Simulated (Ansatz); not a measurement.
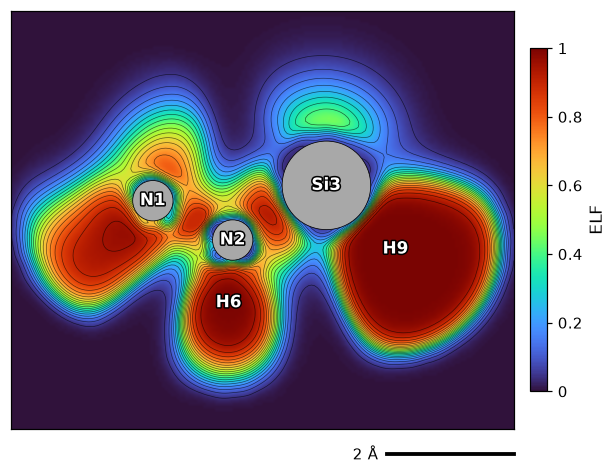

Figure 1: H$_{6}$N$_{2}$Si. Electron localisation function on the plane of atoms N2, Si3 and H9. Grey discs cover the atomic cores.

Geometry: PBE0-D4/def2-TZVP.

All numbers below come from RKS PBE0-D4/def2-TZVPP in Ansatz 0.2.0.

Input file:

```
crystal:
  periodic: [false, false, false]
  atoms:
    - {symbol: N, position_ang: [-0.558798, 0.925039, -1.203119]}
    - {symbol: N, position_ang: [-0.285456, 0.708205, 0.159691]}
    - {symbol: Si, position_ang: [0.408446, -0.736644, 0.767485]}
    - {symbol: H, position_ang: [0.267926, 0.761311, -1.767474]}
    - {symbol: H, position_ang: [-1.290546, 0.297563, -1.515551]}
    - {symbol: H, position_ang: [-0.377522, 1.549257, 0.701780]}
    - {symbol: H, position_ang: [1.729201, -1.040038, 0.139617]}
    - {symbol: H, position_ang: [-0.469783, -1.907347, 0.484548]}
    - {symbol: H, position_ang: [0.576533, -0.557346, 2.233034]}
basis:
  gaussian: {orbitals: def2-TZVPP}
hamiltonian: {xc: pbe0, dispersion: d4}
output: {orbitals: {seedname: orbitals}}
```

Command:

```sh
ansatz run in.yaml --threads 2 --pin off --events-out ev --progress --plain --max-ram 32768MiB --backend cpu
```

What do the fields say about this system?

Answer. Atoms in the plane: N, Si and H.
N–N (1.41 Å): the ELF peaks at about 0.90 between the atoms; a shared electron pair.
Si–N (1.71 Å): the ELF peaks at about 0.90 between the atoms (a shared but strongly polarised pair).
N–H (1.00 Å): the ELF climbs to about 1 towards the hydrogen, as it does in any bond to H: an ordinary covalent bond to hydrogen.
Si–H (1.49 Å): the ELF climbs to about 1 towards the hydrogen.
The ELF also peaks beside N1, away from the bonds: lone-pair regions.
